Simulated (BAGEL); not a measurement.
# HF/6-311+G(d,p) (density fitting with qzvpp-jkfit) run of CH6SSi (Si(SMe)H3)

What is the energy change on altering one bond length of CH6SSi (Si(SMe)H3) at HF/6-311+G** (density fitting with qzvpp-jkfit)? 

The results are computed with BAGEL 1.2.2.

### 1 The system as given

The species is CH6SSi (9 atoms), meant as a singlet with charge 0. SMILES: `[H][Si]([H])([H])SC`. The coordinates come from a GFN2-xTB relaxation.

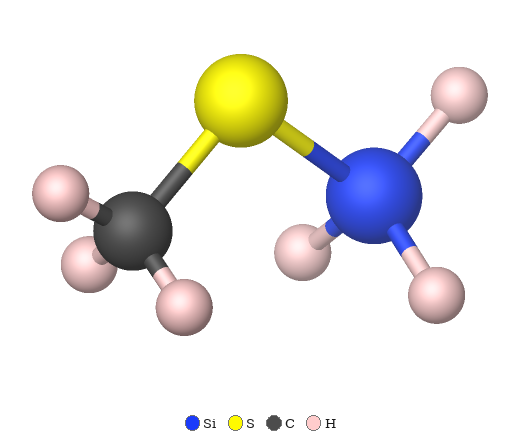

The structure, seen from a chosen angle (silicon blue, sulfur yellow, carbon dark grey, hydrogen pink).

### 2 The energy at HF/6-311+G(d,p) (density fitting with qzvpp-jkfit)

File job.json:

```json
{ "bagel": [

{
  "title": "molecule",
  "basis": "6-311+gss.json",
  "df_basis": "qzvpp-jkfit",
  "angstrom": true,
  "geometry": [
    { "atom": "Si", "xyz": [      -0.367610,       0.847030,      -1.211930 ] },
    { "atom": "S", "xyz": [      -0.424760,       0.796280,       0.927960 ] },
    { "atom": "C", "xyz": [       0.355170,      -0.820020,       1.235220 ] },
    { "atom": "H", "xyz": [      -0.246300,      -1.606270,       0.789020 ] },
    { "atom": "H", "xyz": [       0.395280,      -0.950100,       2.311360 ] },
    { "atom": "H", "xyz": [       1.359700,      -0.829060,       0.823290 ] },
    { "atom": "H", "xyz": [       1.030150,       0.837800,      -1.633380 ] },
    { "atom": "H", "xyz": [      -1.060400,       2.076470,      -1.540820 ] },
    { "atom": "H", "xyz": [      -1.041220,      -0.352130,      -1.700720 ] }
  ]
},

{ "title": "hf" },

{ "title": "print", "file": "orbitals.molden", "orbitals": true }

]}
```

The basis set 6-311+G** is read from a file made from the Basis Set Exchange's data (not shown).

The run is started by

```bash
BAGEL_NUM_THREADS=1 BAGEL job.json > job.out
```

What it wrote:

```text
* using 1 threads per process

  ===============================================================
  ===============================================================

  *** Geometry ***

  { "atom" : "Si", "xyz" : [     -0.694682,      1.600655,     -2.290216 ] },
  { "atom" : "S", "xyz" : [     -0.802680,      1.504751,      1.753590 ] },
  { "atom" : "C", "xyz" : [      0.671174,     -1.549613,      2.334228 ] },
  { "atom" : "H", "xyz" : [     -0.465440,     -3.035410,      1.491032 ] },
  { "atom" : "H", "xyz" : [      0.746971,     -1.795429,      4.367837 ] },
  { "atom" : "H", "xyz" : [      2.569461,     -1.566696,      1.555793 ] },
  { "atom" : "H", "xyz" : [      1.946701,      1.583213,     -3.086641 ] },
  { "atom" : "H", "xyz" : [     -2.003866,      3.923960,     -2.911728 ] },
  { "atom" : "H", "xyz" : [     -1.967621,     -0.665429,     -3.213895 ] },

  Number of auxiliary basis functions:      439

  Since a DF basis is specified, we compute 2- and 3-index integrals:
    o Being stored without compression. Storage requirement is 0.049 GB

  Number of basis functions:      118
  Number of electrons      :       42

    * METHOD: MOLECULE                             0.23

  *** RHF ***

  === Nuclear Repulsion ===
   153.1567558451

      * DIIS with orbital gradients will be used.

  === RHF iteration (6-311+gss.json) ===
      0       -727.73167287          0.01480600           0.08
      1       -727.83851180          0.00692055           0.08
      2       -727.85974230          0.00136719           0.08
      3       -727.86138229          0.00020417           0.08
      4       -727.86142595          0.00005921           0.08
      5       -727.86143015          0.00001452           0.08
      6       -727.86143042          0.00000406           0.08
      7       -727.86143045          0.00000103           0.08
      8       -727.86143045          0.00000034           0.08
      9       -727.86143045          0.00000015           0.08
     10       -727.86143045          0.00000004           0.08
     11       -727.86143045          0.00000001           0.08
     12       -727.86143045          0.00000000           0.08
    * SCF iteration converged.

    * Permanent dipole moment:
           (   -0.272968,     0.521232,     0.452519) a.u.

    * METHOD: HF                                   1.21

    * METHOD: PRINT                                0.03

  ===============================================================
```

Run time: 1.6 s. Hardware: 1 thread of Arm Neoverse V1, shared host; peak memory 0.15 GiB.

### 3 The distorted shape, same level

File calc.json:

```json
{ "bagel" : [

{
  "title" : "molecule",
  "basis" : "6-311+gss.json",
  "df_basis" : "qzvpp-jkfit",
  "angstrom" : true,
  "geometry" : [
    { "atom" : "Si", "xyz" : [   -0.266581,    1.026883,   -1.138620 ] },
    { "atom" : "S", "xyz" : [   -0.323731,    0.976133,    1.001270 ] },
    { "atom" : "C", "xyz" : [    0.456199,   -0.640167,    1.308530 ] },
    { "atom" : "H", "xyz" : [   -0.145271,   -1.426417,    0.862330 ] },
    { "atom" : "H", "xyz" : [    0.496309,   -0.770247,    2.384670 ] },
    { "atom" : "H", "xyz" : [    1.460729,   -0.649207,    0.896600 ] },
    { "atom" : "H", "xyz" : [    1.131179,    1.017653,   -1.560070 ] },
    { "atom" : "H", "xyz" : [   -0.959371,    2.256323,   -1.467510 ] },
    { "atom" : "H", "xyz" : [   -1.041220,   -0.352130,   -1.700720 ] }
  ]
},
{
  "title" : "hf"
},
{
  "title" : "print",
  "file" : "orbitals.molden",
  "orbitals" : true
}

]}
```

The basis set 6-311+G** is read from a file made from the Basis Set Exchange's data (not shown).

The run is started by

```bash
BAGEL_NUM_THREADS=1 BAGEL calc.json > calc.out
```

What it wrote:

```text
* using 1 threads per process

  ===============================================================
  ===============================================================

  *** Geometry ***

  { "atom" : "Si", "xyz" : [     -0.503765,      1.940528,     -2.151680 ] },
  { "atom" : "S", "xyz" : [     -0.611763,      1.844624,      1.892126 ] },
  { "atom" : "C", "xyz" : [      0.862091,     -1.209740,      2.472763 ] },
  { "atom" : "H", "xyz" : [     -0.274522,     -2.695537,      1.629568 ] },
  { "atom" : "H", "xyz" : [      0.937888,     -1.455556,      4.506373 ] },
  { "atom" : "H", "xyz" : [      2.760378,     -1.226823,      1.694328 ] },
  { "atom" : "H", "xyz" : [      2.137619,      1.923085,     -2.948105 ] },
  { "atom" : "H", "xyz" : [     -1.812948,      4.263833,     -2.773192 ] },
  { "atom" : "H", "xyz" : [     -1.967621,     -0.665429,     -3.213895 ] },

  Number of auxiliary basis functions:      439

  Since a DF basis is specified, we compute 2- and 3-index integrals:
    o Being stored without compression. Storage requirement is 0.049 GB

  Number of basis functions:      118
  Number of electrons      :       42

    * METHOD: MOLECULE                             0.23

  *** RHF ***

  === Nuclear Repulsion ===
   152.2801533953

      * DIIS with orbital gradients will be used.

  === RHF iteration (6-311+gss.json) ===
      0       -727.71914472          0.01481292           0.08
      1       -727.82693342          0.00698018           0.07
      2       -727.84863843          0.00135173           0.07
      3       -727.85028676          0.00020416           0.07
      4       -727.85033096          0.00005869           0.07
      5       -727.85033528          0.00001535           0.07
      6       -727.85033561          0.00000455           0.07
      7       -727.85033564          0.00000122           0.07
      8       -727.85033564          0.00000040           0.07
      9       -727.85033564          0.00000017           0.07
     10       -727.85033564          0.00000005           0.07
     11       -727.85033564          0.00000002           0.07
     12       -727.85033564          0.00000000           0.07
    * SCF iteration converged.

    * Permanent dipole moment:
           (   -0.342672,     0.412081,     0.364287) a.u.

    * METHOD: HF                                   1.17

    * METHOD: PRINT                                0.03

  ===============================================================
```

It took 1.6 s on 1 thread of Arm Neoverse V1, shared host; peak memory 0.15 GiB.

### 4 Results

Level: HF/6-311+G** (density fitting with qzvpp-jkfit).

```
                                                          quantity          value
                                         first shape: total energy  -727.86143 Eh
                                        first shape: dipole moment         1.89 D
                                          first shape: HOMO energy       -9.53 eV
                                          first shape: LUMO energy        1.66 eV
                                        first shape: HOMO–LUMO gap       11.20 eV
                                     distorted shape: total energy  -727.85034 Eh
                                    distorted shape: dipole moment         1.65 D
                                      distorted shape: HOMO energy       -9.58 eV
                                      distorted shape: LUMO energy        1.68 eV
                                    distorted shape: HOMO–LUMO gap       11.26 eV
energy change with the Si1–H9 bond stretched from 1.460 to 1.679 Å       0.302 eV
```

**Reading.** With the Si1–H9 bond stretched from 1.460 to 1.679 Å the energy rises by 0.30 eV (7.0 kcal/mol). The first shape isn't relaxed at this level, so the change isn't measured from a minimum.
